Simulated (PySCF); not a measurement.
## Electronic structure of C₇H₁₂B₂S in real space

Input

```
{"job": {"kind": "nmr", "xc": "PBE0", "basis": "pcSseg-1"}, "charge": 0, "multiplicity": 1}
B      1.521519     0.858989     2.248178
C      0.946600     0.220517     0.983699
C      1.714379    -0.608847     0.244309
S      1.302101    -1.383867    -1.244252
C     -0.390421    -0.714283    -1.486174
C     -0.326766     0.753714    -1.909347
C     -0.465872     1.562998    -0.605051
C     -0.467103     0.519036     0.525512
C     -1.099479    -0.719907    -0.133449
B     -1.089076    -2.064121     0.681458
H      2.607847     0.594944     2.594010
H      0.883066     1.624647     2.861711
H      2.719703    -0.858362     0.547562
H     -0.845111    -1.363089    -2.234335
H     -1.143223     0.979009    -2.598087
H      0.608910     0.971761    -2.424233
H      0.347972     2.276702    -0.478675
H     -1.404540     2.119483    -0.602353
H     -1.049490     0.863909     1.380793
H     -2.160219    -0.487644    -0.318877
H     -1.189738    -2.037491     1.845106
H     -1.031471    -3.088712     0.121647
```

Command:

```sh
OMP_NUM_THREADS=1 python probes_run.py task.json out
```

Geometry: GFN2-xTB.

Level of theory: PBE0/pcSseg-1, SCF density, gas phase, non-relativistic in PySCF.

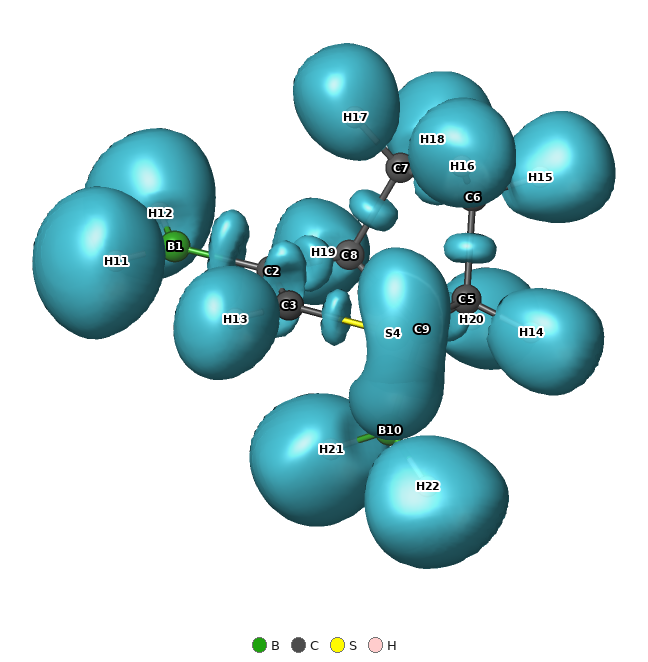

Figure 1. Isosurface of the electron localisation function at 0.85 (cyan), seen across its widest extent. Only the valence region is drawn (cores and ρ < 0.01 e/Å³ removed).

Question: What do the ELF domains correspond to?

Answer: At this value the surface marks out two regions between bonded B–C atoms (shared pairs), seven regions between bonded C–C atoms (shared pairs), two regions between bonded C–S atoms (shared pairs), twelve regions around hydrogen nuclei and one lobe on S, pointing away from the bonds (lone pairs, which may merge into one lobe).


C–C (1.35 Å): the ELF peaks at about 0.95 between the atoms; a covalent bond. C–B (1.53 Å): the ELF peaks at about 0.95 between the atoms: localised, covalent bonding.

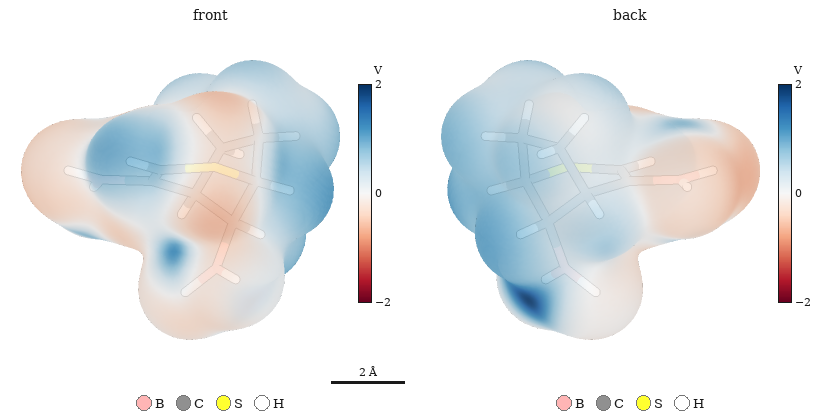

Figure 2. The molecular electrostatic potential painted on the density surface at 0.002 e/bohr³, seen from the front and from behind; the colour scale runs from red (negative) to blue (positive).

Question: Where is the surface potential most negative and most positive?

Answer: The most negative region (about −0.6 V) lies over S4, the most positive (about +1.7 V) over B10.

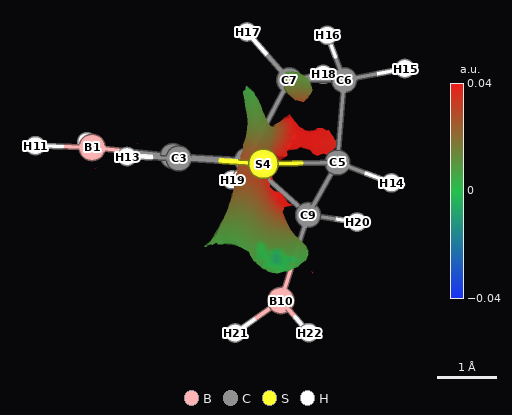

Figure 3. Non-covalent interaction (NCI) plot: the surface where the reduced density gradient is 0.6, for densities under 0.05 a.u., coloured by sign(λ₂)ρ; seen at a tilt.

Question: Which non-covalent interactions does the plot reveal?

Answer:
- Near C9, C5 and C8: mostly steric crowding (olive to red)
- Near H16, C6 and S4: mostly steric crowding (olive to red)
